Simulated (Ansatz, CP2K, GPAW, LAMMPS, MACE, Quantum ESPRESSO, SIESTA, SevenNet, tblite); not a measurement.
**Liquid Ge at 2600 K (66 atoms), the geometry as built**

66 atoms (66 Ge) placed at random at 5.27 g/cm³, melted at 3500 K for 10 ps at fixed volume with the Tersoff potential (Tersoff, Phys. Rev. B 39, 5566 (1989)). Snapshot at the end of a hold of 5 ps at 2600 K and fixed volume.

This is the geometry as built. Method: Kohn-Sham DFT, PBE, SSSP efficiency 1.3.0 pseudopotentials, plane waves; sssp-1.3.0-efficiency; 45/360 Ry; levels smeared at 580 K (Quantum ESPRESSO 7.5); Γ point; density 5.27 g/cm³.

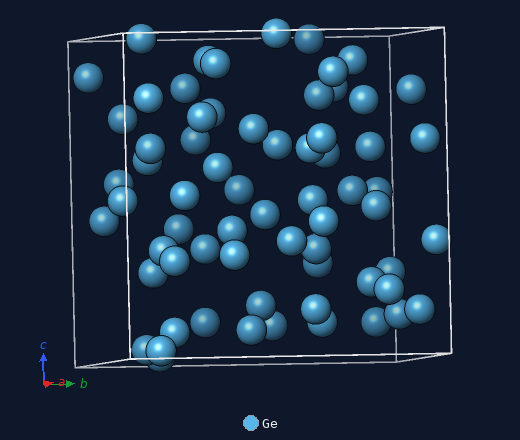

The structure (germanium blue).

Extended XYZ; positions in Å, forces in eV/Å:

```xyz
66
Lattice="11.473 0.000 0.000 0.000 11.473 0.000 0.000 0.000 11.473" Properties=species:S:1:pos:R:3:forces:R:3 pbc="T T T"
Ge 0.443 8.534 11.406 0.804 1.317 1.967
Ge 3.054 0.630 5.062 0.526 0.090 0.311
Ge 1.348 6.847 1.330 0.497 -0.311 1.343
Ge 7.210 7.371 5.584 0.648 0.749 -0.160
Ge 0.168 4.649 1.507 -0.585 1.059 -0.706
Ge 8.570 2.108 0.978 -0.117 0.125 0.198
Ge 5.989 5.292 1.076 -0.419 0.425 0.745
Ge 3.579 4.120 4.014 -0.481 0.887 -0.255
Ge 5.187 6.506 7.597 -1.470 0.366 0.154
Ge 1.178 3.603 4.788 0.329 -0.531 0.344
Ge 1.732 5.695 6.118 -0.141 -0.123 0.347
Ge 5.205 9.807 7.477 -0.299 -0.355 -0.189
Ge 6.581 9.740 5.357 -0.094 0.140 -0.283
Ge 4.534 2.083 3.181 -1.433 -1.074 -1.144
Ge 10.070 11.261 4.049 -0.336 0.195 0.643
Ge 0.388 10.712 1.415 -1.223 -0.244 -0.928
Ge 6.337 1.768 7.521 0.980 -0.368 -0.145
Ge 4.134 7.987 3.942 0.156 0.220 -0.088
Ge 10.370 7.649 10.020 -1.536 -0.667 -0.877
Ge 5.834 11.209 9.450 -0.708 1.656 0.347
Ge 7.127 5.328 8.129 0.440 1.788 3.148
Ge 3.967 2.064 7.157 -0.440 0.766 -0.112
Ge 4.220 4.308 8.773 0.514 -0.616 -0.060
Ge 6.924 4.518 4.570 0.850 -0.821 -0.506
Ge 1.903 9.097 9.676 1.857 1.344 -0.609
Ge 4.330 8.168 9.338 0.104 0.009 -0.330
Ge 9.747 3.045 8.511 -0.017 -0.749 -1.296
Ge 6.905 7.667 1.287 -0.832 0.626 -0.508
Ge 6.306 3.908 10.576 -1.287 0.596 -1.158
Ge 7.759 0.496 5.652 0.483 -0.402 0.527
Ge 9.833 9.583 2.336 0.446 -1.304 -0.600
Ge 1.104 8.910 7.378 1.092 1.437 -0.614
Ge 9.339 11.062 7.640 0.296 -0.234 -0.229
Ge 1.976 3.803 9.715 -0.756 0.560 -1.058
Ge 3.612 6.056 1.990 0.270 -0.512 0.855
Ge 8.489 9.055 9.046 0.439 -0.354 -0.493
Ge 10.528 3.969 3.614 0.280 1.613 -0.222
Ge 9.182 7.060 1.700 -0.259 1.890 2.596
Ge 1.934 1.562 8.672 -0.590 1.035 -0.365
Ge 1.691 8.450 3.503 -0.688 -0.608 -0.695
Ge 3.613 1.950 0.501 -0.412 -0.239 1.200
Ge 9.618 5.790 11.411 1.283 -1.778 -1.477
Ge 0.050 4.465 7.946 2.038 0.972 -0.154
Ge 3.107 0.167 10.119 1.342 -2.181 0.814
Ge 7.982 3.874 6.767 0.801 -2.626 -2.009
Ge 10.791 0.970 9.184 0.331 -0.397 0.742
Ge 1.272 2.818 0.310 -0.255 0.067 0.643
Ge 3.821 10.956 1.599 0.854 0.024 -0.352
Ge 6.734 2.091 3.900 1.249 0.045 0.693
Ge 11.404 7.024 4.734 0.920 0.017 0.452
Ge 8.699 3.759 10.407 -0.582 0.622 1.723
Ge 5.869 9.635 2.699 -0.180 -0.032 -0.001
Ge 5.950 1.597 11.395 0.418 -0.731 -0.742
Ge 11.146 7.068 7.667 0.496 -1.728 -0.038
Ge 6.466 9.029 10.501 0.289 -0.650 0.847
Ge 10.772 1.231 0.290 0.553 -0.511 -0.959
Ge 0.220 10.876 5.999 -1.311 -1.459 0.073
Ge 9.153 6.252 4.108 -0.733 -0.714 -0.767
Ge 5.110 6.022 5.152 -1.091 0.215 0.002
Ge 3.244 9.473 5.989 0.049 0.190 -0.258
Ge 9.886 2.346 5.758 0.290 -0.092 1.539
Ge 0.988 1.531 6.401 0.306 1.662 -0.841
Ge 8.849 7.050 7.375 -1.572 0.669 0.451
Ge 7.998 10.974 1.657 -1.041 0.244 -0.245
Ge 9.198 2.060 3.468 -1.006 -0.809 -1.833
Ge 1.979 10.986 3.137 -0.333 -0.404 0.602
```

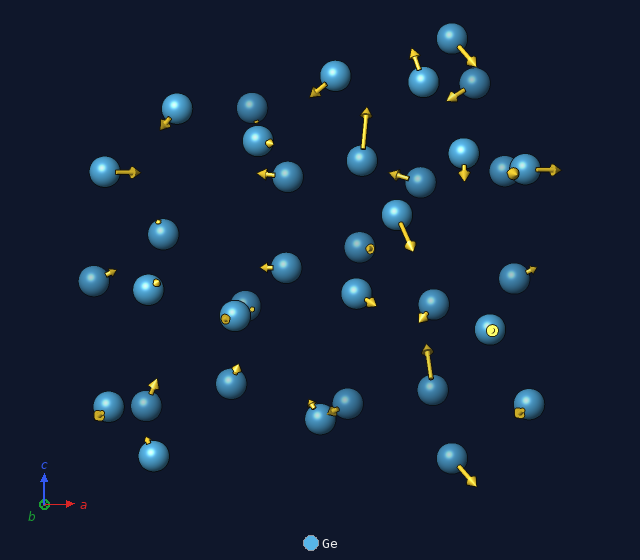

The forces as arrows, the longest 3.65 eV/Å. Drawn is a slice 6 Å thick, seen along the normal of the ac plane.

The network of bonds at the start is that of the classical potential that made the cell, and needn't be the one that DFT or experiment would give. Only the Γ point is sampled, in a cell whose shortest periodic width is 11 Å, which is coarse for a cell with partly filled levels.

The r.m.s. force component is 0.898 eV/Å; the longest force, 3.65 eV/Å, acts on Ge21.

[Logs are printed without paths, hosts, clocks, repeated set-up lines and the standing remarks that a program may print on its own settings, such as how far it seeks lower states.]

[Hosts, paths, dates, database ids (printed as entryN), source tags and the programs' standing remarks are cut or masked in the printed files.]
